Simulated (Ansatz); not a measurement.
## LiC$_{18}$: nudged elastic band (part 1 of 3)

LiC$_{18}$ (slab, 19 atoms in the cell), computed with DFT PBE, scalar-relativistic, plane waves, PAW, spin-polarised (Ansatz 0.2.0).

It belongs to a series of runs on one base structure; here: band between the two ends. Figures and captions count atoms from 1; the log counts them from 0 in places.

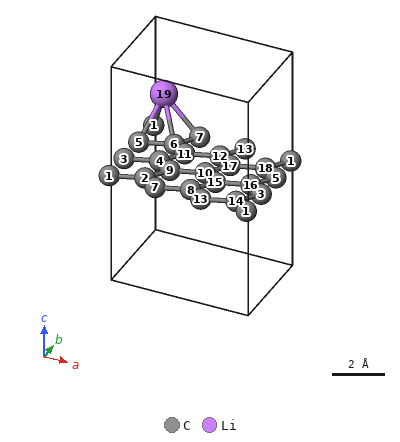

**Figure 1.** The starting structure (ball-and-stick view of the cell of the calculation, with the vacuum cut short, seen slightly off an axis; atoms are numbered from 1 in the order of the input). An atom can appear more than once, as a periodic image.

Input:
```yaml
crystal:
  lattice:
    - [7.398, 0.0, 0.0]
    - [-3.699, 6.406856, 0.0]
    - [0.0, 0.0, 12.0]
  atoms:
    - { symbol: C, position: [-0.01152995, -0.00523179, 0.08455241] }
    - { symbol: C, position: [0.21180274, 0.10643532, 0.08462169] }
    - { symbol: C, position: [-0.01098177, 0.32754664, 0.08550745] }
    - { symbol: C, position: [0.21122115, 0.43864831, 0.08553111] }
    - { symbol: C, position: [-0.01153068, 0.65977815, 0.0845385] }
    - { symbol: C, position: [0.21180337, 0.77144616, 0.08461423] }
    - { symbol: C, position: [0.32346759, -0.00522674, 0.08463736] }
    - { symbol: C, position: [0.54556035, 0.10581812, 0.08561509] }
    - { symbol: C, position: [0.3228414, 0.32852762, 0.08561038] }
    - { symbol: C, position: [0.54457924, 0.4386564, 0.08549767] }
    - { symbol: C, position: [0.32283976, 0.66038955, 0.08560716] }
    - { symbol: C, position: [0.54457742, 0.77199678, 0.08549838] }
    - { symbol: C, position: [0.65567939, -0.00580089, 0.08551268] }
    - { symbol: C, position: [0.87741845, 0.10581096, 0.08556973] }
    - { symbol: C, position: [0.65568219, 0.32755636, 0.08550862] }
    - { symbol: C, position: [0.87742031, 0.43768336, 0.08556053] }
    - { symbol: C, position: [0.65471021, 0.66039338, 0.08552577] }
    - { symbol: C, position: [0.87680284, 0.77143912, 0.08449409] }
    - { symbol: Li, position: [1.0996175, 0.8828018, 0.22349654] }
magnetization:
  spin_polarized: true
basis:
  ecutwfc: 420.0
kpoints:
  mp_grid: { grid: [2, 2, 1] }
hamiltonian:
  xc: pbe
scf:
  occupations: { method: gaussian, width: 0.05 }
  lower_state_search: "off"
neb:
  images: 5
  f_tol: 0.05
  initial_path: idpp
  max_iterations: 72
  optimiser: lbfgs
  spring: 2.0
  final_atoms:
    - { symbol: C, position: [-0.01098728, -0.00580089, 0.08551268] }
    - { symbol: C, position: [0.21075178, 0.10581096, 0.08556973] }
    - { symbol: C, position: [-0.01098448, 0.32755636, 0.08550862] }
    - { symbol: C, position: [0.21075364, 0.43768336, 0.08556053] }
    - { symbol: C, position: [-0.01195646, 0.66039338, 0.08552577] }
    - { symbol: C, position: [0.21013617, 0.77143912, 0.08449409] }
    - { symbol: C, position: [0.32180338, -0.00523179, 0.08455241] }
    - { symbol: C, position: [0.54513607, 0.10643532, 0.08462169] }
    - { symbol: C, position: [0.32235156, 0.32754664, 0.08550745] }
    - { symbol: C, position: [0.54455448, 0.43864831, 0.08553111] }
    - { symbol: C, position: [0.32180265, 0.65977815, 0.0845385] }
    - { symbol: C, position: [0.5451367, 0.77144616, 0.08461423] }
    - { symbol: C, position: [0.65680092, -0.00522674, 0.08463736] }
    - { symbol: C, position: [0.87889368, 0.10581812, 0.08561509] }
    - { symbol: C, position: [0.65617473, 0.32852762, 0.08561038] }
    - { symbol: C, position: [0.87791257, 0.4386564, 0.08549767] }
    - { symbol: C, position: [0.65617309, 0.66038955, 0.08560716] }
    - { symbol: C, position: [0.87791075, 0.77199678, 0.08549838] }
    - { symbol: Li, position: [1.43295083, 0.8828018, 0.22349654] }
  order_check: true
```

Hardware: 2 threads of AMD EPYC (Zen 3), 24 GiB of memory available, shared host.

Launch command:
```bash
ansatz run input.yaml --threads 2 --pin off --max-ram 5120MiB --backend cpu --events-out ev --progress --plain --runs-dir out
```

What the program printed:
```
Warning: neb: disabling space-group detection — the band's intermediate images generally break the endpoint symmetry, so no spatial operation reduces the k-mesh or symmetrises the density, except that a semilocal band can use its path's symmetry ahead of convergence; time reversal is kept, so that k and −k are solved as one point where they differ and the mesh holds both, and exact exchange and, on two spinor components, a DFT+U term hold to it where the run has them: on two components no moment then forms, and a state that bears one, which a typed moment (crystal.atoms[].spin; refused beside efield: under a hybrid functional) reaches, can lie lower, under hf by electronvolts; crystal.symmetry.detect: false (a key that needs symmetry detection or time reversal refuses this as the deck is read) with time_reversal: false beside it drops time reversal too
Engine: ansatz 0.2.0, x86_64-unknown-linux-gnu
Pseudopotentials: kind: paw
Pseudopotential: C, paw, valence charge 4, recommended cutoff 420 eV (normal), C.paw.azcp
Pseudopotential: Li, paw, valence charge 3, recommended cutoff 420 eV (normal), Li.paw.azcp
Functional definition: PBE
  parameter kappa = 0.804
  parameter beta = 0.06672455060314922
  exchange = pbe_x(kappa = kappa, mu = beta*pi^2/3)
  correlation = pbe_c(beta = beta)
parallel-image band execution: 2 concurrent image workers
NEB image 0
Crystal: 19 atoms, lattice volume = 568.775 Å³
Basis set: ecut = 420 eV, 11177 PW (Γ), exchange–correlation on 100×100×162 points (8 copies of the dense FFT grid, shifted against one another)
Bands: 57, of which v1, the nominal top of the filled ones, is band 38 counted from 1 (37 counted from 0)
Symmetry: 1 space group operations
k-points: 4
Non-local potential: C, projectors of the file, l = 0: 2, l = 1: 2, l = 2: 1
Non-local potential: Li, projectors of the file, l = 0: 3, l = 1: 2, l = 2: 1
PAW form: soft (Blöchl's): semilocal exchange-correlation on the pseudo side does not see the compensation charge
PAW one-centre angular grid: C, 110 points (default); XC on 64 Gauss nodes
PAW one-centre angular grid: Li, 110 points (default); XC on 64 Gauss nodes
Initial density: superposition of atomic densities (neutral atoms: chi_scale 0, normalization atom)
Initial wavefunctions: pseudopotential atomic-orbital guess
Functional: x = pbe(κ = 0.804, μ = 0.2195149727645171), c = pbe(β = 0.06672455060314922)
SCF iter   1: F=—  HF=-4733.426076 eV  |F-HF|=—  |Δ(HF+E_count)|=         —  Δρ=3.45e-2 (↑3.45e-2 ↓3.45e-2)  dr2=2.85e1  dr2_m=0.00e0  M=0.000 μB ∫|m|=0.000 μB  β_m=0.30  ethr=3.10e-3  ⟨swp⟩=11.0  Hψ=1442  notcnv=0  defer=26
preconditioner: auto → Resta (q_TF=auto, 1.946 Å⁻¹)  ε∞=1.7  [insulator: Δε(μ)=1.748 eV  Ē_g=16.198 eV  σ=0.050 eV  W_gap=1.00  n_scr=66 (ndim 8)  ℏωp=13.3 eV  f_vac=0.608  D(μ)=0.00/eV (n_scr^D=0)  ε∞_Penn≈1.7  vacuum switching on, ρ_ref=1.9e-2 e/Å³]
spin=Collinear: Resta preconditioning applied to the charge; magnetization (m = ρ↑ − ρ↓) channel mixes plain (no charge-response kernel on spin).
SCF iter   2: F=—  HF=-4726.001864 eV  |F-HF|=—  |Δ(HF+E_count)|=    7.42e0  Δρ=2.21e-2 (↑2.21e-2 ↓2.21e-2)  dr2=1.15e1  dr2_m=0.00e0  M=0.000 μB ∫|m|=0.000 μB  β_m=0.56  ethr=3.10e-3  ⟨swp⟩=3.0  Hψ=441  notcnv=0  defer=56
SCF iter   3: F=—  HF=-4721.410264 eV  |F-HF|=—  |Δ(HF+E_count)|=    4.59e0  Δρ=2.59e-3 (↑2.59e-3 ↓2.59e-3)  dr2=9.21e-2  dr2_m=0.00e0  M=0.000 μB ∫|m|=0.000 μB  β_m=0.64  ethr=3.10e-3  ⟨swp⟩=11.0  Hψ=810  notcnv=0  defer=48
SCF iter   4: F=—  HF=-4721.411770 eV  |F-HF|=—  |Δ(HF+E_count)|=   1.51e-3  Δρ=1.11e-3 (↑1.11e-3 ↓1.11e-3)  dr2=2.97e-2  dr2_m=0.00e0  M=0.000 μB ∫|m|=0.000 μB  β_m=0.63  ethr=1.23e-4  ⟨swp⟩=3.2  Hψ=384  notcnv=0  defer=49
SCF iter   5: F=—  HF=-4721.410953 eV  |F-HF|=—  |Δ(HF+E_count)|=   8.17e-4  Δρ=1.87e-4 (↑1.87e-4 ↓1.87e-4)  dr2=9.34e-4  dr2_m=0.00e0  M=0.000 μB ∫|m|=0.000 μB  β_m=0.65  ethr=3.95e-5  ⟨swp⟩=2.5  Hψ=324  notcnv=0  defer=49
SCF iter   6: F=—  HF=-4721.411174 eV  |F-HF|=—  |Δ(HF+E_count)|=   2.21e-4  Δρ=5.01e-5 (↑5.01e-5 ↓5.01e-5)  dr2=4.51e-5  dr2_m=0.00e0  M=0.000 μB ∫|m|=0.000 μB  β_m=0.70  ethr=1.25e-6  ⟨swp⟩=2.0  Hψ=328  notcnv=0  defer=49
SCF iter   7: F=—  HF=-4721.411264 eV  |F-HF|=—  |Δ(HF+E_count)|=   9.00e-5  Δρ=2.12e-5 (↑2.12e-5 ↓2.12e-5)  dr2=9.12e-6  dr2_m=0.00e0  M=0.000 μB ∫|m|=0.000 μB  β_m=0.67  ethr=6.01e-8  ⟨swp⟩=2.0  Hψ=375  notcnv=0  defer=49
SCF iter   8: F=—  HF=-4721.411266 eV  |F-HF|=—  |Δ(HF+E_count)|=   1.90e-6  Δρ=4.66e-6 (↑4.66e-6 ↓4.66e-6)  dr2=3.31e-7  dr2_m=0.00e0  M=0.000 μB ∫|m|=0.000 μB  β_m=0.67  ethr=1.22e-8  ⟨swp⟩=2.0  Hψ=317  notcnv=0  defer=49
SCF iter   9: F=-4721.411266 eV  HF=-4721.411266 eV  |F-HF|=1.16e-8  |Δ(HF+E_count)|=   1.65e-7  Δρ=1.06e-6 (↑1.06e-6 ↓1.06e-6)  dr2=3.41e-8  dr2_m=0.00e0  M=0.000 μB ∫|m|=0.000 μB  ethr=1.33e-10  ⟨swp⟩=4.0  Hψ=676  notcnv=0
SCF 1 converged in 9 iterations: F = -4721.411266 eV  dr2 = 3.41e-8
  greatest PAW one-centre occupation: 1.000 electrons in one spin orbital (limit 2), on the Li atom at site 18 (counted from 0), in its partial waves of l = 0
NSCF: frozen V_eff on 4 k-points
NEB image 6
SCF iter   1: F=—  HF=-4733.424674 eV  |F-HF|=—  |Δ(HF+E_count)|=         —  Δρ=3.45e-2 (↑3.45e-2 ↓3.45e-2)  dr2=2.85e1  dr2_m=0.00e0  M=0.000 μB ∫|m|=0.000 μB  β_m=0.30  ethr=3.10e-3  ⟨swp⟩=11.5  Hψ=1446  notcnv=0  defer=25
preconditioner: auto → Resta (q_TF=auto, 1.946 Å⁻¹)  ε∞=1.7  [insulator: Δε(μ)=1.748 eV  Ē_g=16.187 eV  σ=0.050 eV  W_gap=1.00  n_scr=66 (ndim 8)  ℏωp=13.3 eV  f_vac=0.608  D(μ)=0.00/eV (n_scr^D=0)  ε∞_Penn≈1.7  vacuum switching on, ρ_ref=1.9e-2 e/Å³]
spin=Collinear: Resta preconditioning applied to the charge; magnetization (m = ρ↑ − ρ↓) channel mixes plain (no charge-response kernel on spin).
SCF iter   2: F=—  HF=-4726.001767 eV  |F-HF|=—  |Δ(HF+E_count)|=    7.42e0  Δρ=2.21e-2 (↑2.21e-2 ↓2.21e-2)  dr2=1.15e1  dr2_m=0.00e0  M=0.000 μB ∫|m|=0.000 μB  β_m=0.56  ethr=3.10e-3  ⟨swp⟩=3.0  Hψ=441  notcnv=0  defer=56
SCF iter   3: F=—  HF=-4721.410675 eV  |F-HF|=—  |Δ(HF+E_count)|=    4.59e0  Δρ=2.59e-3 (↑2.59e-3 ↓2.59e-3)  dr2=9.42e-2  dr2_m=0.00e0  M=0.000 μB ∫|m|=0.000 μB  β_m=0.63  ethr=3.10e-3  ⟨swp⟩=10.2  Hψ=790  notcnv=0  defer=48
SCF iter   4: F=—  HF=-4721.411386 eV  |F-HF|=—  |Δ(HF+E_count)|=   7.11e-4  Δρ=1.12e-3 (↑1.12e-3 ↓1.12e-3)  dr2=2.92e-2  dr2_m=0.00e0  M=0.000 μB ∫|m|=0.000 μB  β_m=0.63  ethr=1.26e-4  ⟨swp⟩=3.2  Hψ=398  notcnv=0  defer=49
SCF iter   5: F=—  HF=-4721.410925 eV  |F-HF|=—  |Δ(HF+E_count)|=   4.61e-4  Δρ=1.78e-4 (↑1.78e-4 ↓1.78e-4)  dr2=8.56e-4  dr2_m=0.00e0  M=0.000 μB ∫|m|=0.000 μB  β_m=0.66  ethr=3.90e-5  ⟨swp⟩=2.5  Hψ=314  notcnv=0  defer=49
SCF iter   6: F=—  HF=-4721.411182 eV  |F-HF|=—  |Δ(HF+E_count)|=   2.57e-4  Δρ=4.92e-5 (↑4.92e-5 ↓4.92e-5)  dr2=4.43e-5  dr2_m=0.00e0  M=0.000 μB ∫|m|=0.000 μB  β_m=0.70  ethr=1.14e-6  ⟨swp⟩=2.0  Hψ=330  notcnv=0  defer=49
SCF iter   7: F=—  HF=-4721.411264 eV  |F-HF|=—  |Δ(HF+E_count)|=   8.18e-5  Δρ=1.93e-5 (↑1.93e-5 ↓1.93e-5)  dr2=8.83e-6  dr2_m=0.00e0  M=0.000 μB ∫|m|=0.000 μB  β_m=0.69  ethr=5.90e-8  ⟨swp⟩=2.0  Hψ=359  notcnv=0  defer=49
SCF iter   8: F=—  HF=-4721.411266 eV  |F-HF|=—  |Δ(HF+E_count)|=   1.93e-6  Δρ=4.82e-6 (↑4.82e-6 ↓4.82e-6)  dr2=5.91e-7  dr2_m=0.00e0  M=0.000 μB ∫|m|=0.000 μB  β_m=0.65  ethr=1.18e-8  ⟨swp⟩=2.0  Hψ=318  notcnv=0  defer=49
SCF iter   9: F=—  HF=-4721.411266 eV  |F-HF|=—  |Δ(HF+E_count)|=   7.66e-8  Δρ=1.58e-6 (↑1.58e-6 ↓1.58e-6)  dr2=1.05e-7  dr2_m=0.00e0  M=0.000 μB ∫|m|=0.000 μB  β_m=0.57  ethr=1.33e-10  ⟨swp⟩=5.0  Hψ=710  notcnv=0
SCF iter  10: F=-4721.411266 eV  HF=-4721.411266 eV  |F-HF|=2.48e-9  |Δ(HF+E_count)|=   8.24e-9  Δρ=4.84e-7 (↑4.84e-7 ↓4.84e-7)  dr2=3.32e-9  dr2_m=0.00e0  M=0.000 μB ∫|m|=0.000 μB  ethr=1.33e-10  ⟨swp⟩=4.2  Hψ=606  notcnv=0
SCF 2 converged in 10 iterations: F = -4721.411266 eV  dr2 = 3.32e-9
NSCF: frozen V_eff on 4 k-points
NEB end point (image 0): max|allowed force component| = 3.507e-3 eV/Å (the criterion of neb.relax_end_points is 1.000e-2)
NEB end point (image 6): max|allowed force component| = 3.515e-3 eV/Å (the criterion of neb.relax_end_points is 1.000e-2)
NEB image 1
SCF iter   1: F=—  HF=-4733.562497 eV  |F-HF|=—  |Δ(HF+E_count)|=         —  Δρ=3.46e-2 (↑3.46e-2 ↓3.46e-2)  dr2=2.90e1  dr2_m=0.00e0  M=0.000 μB ∫|m|=0.000 μB  β_m=0.30  ethr=3.10e-3  ⟨swp⟩=13.8  Hψ=1636  notcnv=0  defer=19
preconditioner: auto → Resta (q_TF=auto, 1.946 Å⁻¹)  ε∞=1.7  [insulator: Δε(μ)=1.730 eV  Ē_g=16.127 eV  σ=0.050 eV  W_gap=1.00  n_scr=66 (ndim 8)  ℏωp=13.3 eV  f_vac=0.603  D(μ)=0.00/eV (n_scr^D=0)  ε∞_Penn≈1.7  vacuum switching on, ρ_ref=1.9e-2 e/Å³]
[...]
spin=Collinear: Resta preconditioning applied to the charge; magnetization (m = ρ↑ − ρ↓) channel mixes plain (no charge-response kernel on spin).
NEB image 2
preconditioner: auto → Resta (q_TF=auto, 1.946 Å⁻¹)  ε∞=1.7  [insulator: Δε(μ)=1.697 eV  Ē_g=16.091 eV  σ=0.050 eV  W_gap=1.00  n_scr=66 (ndim 8)  ℏωp=13.3 eV  f_vac=0.600  D(μ)=0.00/eV (n_scr^D=0)  ε∞_Penn≈1.7  vacuum switching on, ρ_ref=1.9e-2 e/Å³]
spin=Collinear: Resta preconditioning applied to the charge; magnetization (m = ρ↑ − ρ↓) channel mixes plain (no charge-response kernel on spin).
NEB image 3
preconditioner: auto → Resta (q_TF=auto, 1.946 Å⁻¹)  ε∞=1.7  [insulator: Δε(μ)=1.687 eV  Ē_g=16.077 eV  σ=0.050 eV  W_gap=1.00  n_scr=66 (ndim 8)  ℏωp=13.3 eV  f_vac=0.599  D(μ)=0.00/eV (n_scr^D=0)  ε∞_Penn≈1.7  vacuum switching on, ρ_ref=1.9e-2 e/Å³]
spin=Collinear: Resta preconditioning applied to the charge; magnetization (m = ρ↑ − ρ↓) channel mixes plain (no charge-response kernel on spin).
NEB image 4
preconditioner: auto → Resta (q_TF=auto, 1.946 Å⁻¹)  ε∞=1.7  [insulator: Δε(μ)=1.696 eV  Ē_g=16.087 eV  σ=0.050 eV  W_gap=1.00  n_scr=66 (ndim 8)  ℏωp=13.3 eV  f_vac=0.600  D(μ)=0.00/eV (n_scr^D=0)  ε∞_Penn≈1.7  vacuum switching on, ρ_ref=1.9e-2 e/Å³]
spin=Collinear: Resta preconditioning applied to the charge; magnetization (m = ρ↑ − ρ↓) channel mixes plain (no charge-response kernel on spin).
NEB image 5
preconditioner: auto → Resta (q_TF=auto, 1.946 Å⁻¹)  ε∞=1.7  [insulator: Δε(μ)=1.730 eV  Ē_g=16.120 eV  σ=0.050 eV  W_gap=1.00  n_scr=66 (ndim 8)  ℏωp=13.3 eV  f_vac=0.603  D(μ)=0.00/eV (n_scr^D=0)  ε∞_Penn≈1.7  vacuum switching on, ρ_ref=1.9e-2 e/Å³]
spin=Collinear: Resta preconditioning applied to the charge; magnetization (m = ρ↑ − ρ↓) channel mixes plain (no charge-response kernel on spin).
NEB iter   1: max|band force component| = 7.815e-1 eV/Å  barrier→ = 0.4429 eV  barrier← = 0.4429 eV  Δτ_max = 0.0112 Å  (69 SCF iters)
  M     (μB):  +0.0000  +0.0000  +0.0000  +0.0000  +0.0000  +0.0000  +0.0000
  M_abs (μB):   0.0000   0.0000   0.0000   0.0000   0.0000   0.0000   0.0000
NEB image 1
Initial density: handed on by an earlier stage of this run
Initial wavefunctions: those handed on with the density
preconditioner: auto → Resta (q_TF=auto, 1.946 Å⁻¹)  ε∞=2.0  [insulator: Δε(μ)=1.294 eV  Ē_g=13.447 eV  σ=0.050 eV  W_gap=1.00  n_scr=66 (ndim 8)  ℏωp=13.3 eV  f_vac=0.668  D(μ)=0.00/eV (n_scr^D=0)  ε∞_Penn≈2.0  vacuum switching on, ρ_ref=1.3e-2 e/Å³]
spin=Collinear: Resta preconditioning applied to the charge; magnetization (m = ρ↑ − ρ↓) channel mixes plain (no charge-response kernel on spin).
NEB image 2
preconditioner: auto → Resta (q_TF=auto, 1.946 Å⁻¹)  ε∞=2.0  [insulator: Δε(μ)=0.988 eV  Ē_g=13.289 eV  σ=0.050 eV  W_gap=1.00  n_scr=66 (ndim 8)  ℏωp=13.3 eV  f_vac=0.666  D(μ)=0.00/eV (n_scr^D=0)  ε∞_Penn≈2.0  vacuum switching on, ρ_ref=1.3e-2 e/Å³]
spin=Collinear: Resta preconditioning applied to the charge; magnetization (m = ρ↑ − ρ↓) channel mixes plain (no charge-response kernel on spin).
NEB image 3
preconditioner: auto → Resta (q_TF=auto, 1.946 Å⁻¹)  ε∞=2.0  [insulator: Δε(μ)=0.865 eV  Ē_g=13.225 eV  σ=0.050 eV  W_gap=1.00  n_scr=66 (ndim 8)  ℏωp=13.3 eV  f_vac=0.666  D(μ)=0.00/eV (n_scr^D=0)  ε∞_Penn≈2.0  vacuum switching on, ρ_ref=1.3e-2 e/Å³]
spin=Collinear: Resta preconditioning applied to the charge; magnetization (m = ρ↑ − ρ↓) channel mixes plain (no charge-response kernel on spin).
NEB image 4
preconditioner: auto → Resta (q_TF=auto, 1.946 Å⁻¹)  ε∞=2.0  [insulator: Δε(μ)=0.986 eV  Ē_g=13.288 eV  σ=0.050 eV  W_gap=1.00  n_scr=66 (ndim 8)  ℏωp=13.3 eV  f_vac=0.667  D(μ)=0.00/eV (n_scr^D=0)  ε∞_Penn≈2.0  vacuum switching on, ρ_ref=1.3e-2 e/Å³]
spin=Collinear: Resta preconditioning applied to the charge; magnetization (m = ρ↑ − ρ↓) channel mixes plain (no charge-response kernel on spin).
```
